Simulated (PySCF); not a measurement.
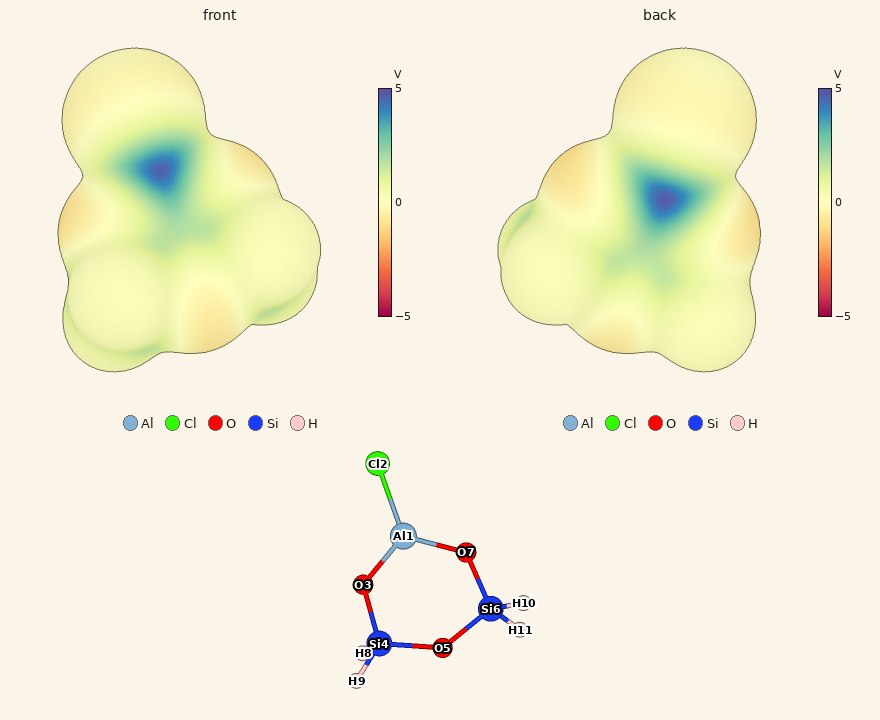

Figure. AlClH₄O₃Si₂ ((Cl)1Al(OSiH2)2O). The molecular electrostatic potential painted on the density surface at 0.002 e/bohr³, seen from the front and from behind; the colour scale runs from red (negative) to blue (positive). The bare structure is drawn below in the same view.

Geometry: PBE0-D3(BJ)/def2-SVP.

These are results of CAM-B3LYP/def2-SVPD, SCF density, gas phase in PySCF 2.14.0, not measurements.

Input file:

```
{"job": {"kind": "uv", "xc": "CAM-B3LYP", "basis": "def2-SVPD", "ip": true, "nstates": 15}, "charge": 0, "multiplicity": 1}
Al     0.525242    -1.188456     1.321712
Cl     1.156050    -2.533986     2.761046
O     -0.402084    -1.654617    -0.026920
Si    -0.909114    -0.682487    -1.274903
O     -0.395014     0.866982    -0.951530
Si     0.499246     1.617914     0.235333
O      0.900783     0.471247     1.368893
H     -0.294089    -1.143514    -2.547718
H     -2.393357    -0.695076    -1.351218
H      1.737516     2.176180    -0.369305
H     -0.327119     2.680322     0.865509
```

Launched as:

```sh
OMP_NUM_THREADS=1 python probes_run.py task.json out
```

> Which sites attract a positive test charge, and which a negative one?

A positive charge is drawn to the negative regions and a negative charge to the positive ones. The most negative region (about −0.9 V, or −21 kcal/mol for a unit charge) lies over O3 and O7, the most positive (about +4.3 V, or +99 kcal/mol for a unit charge) over Al1.
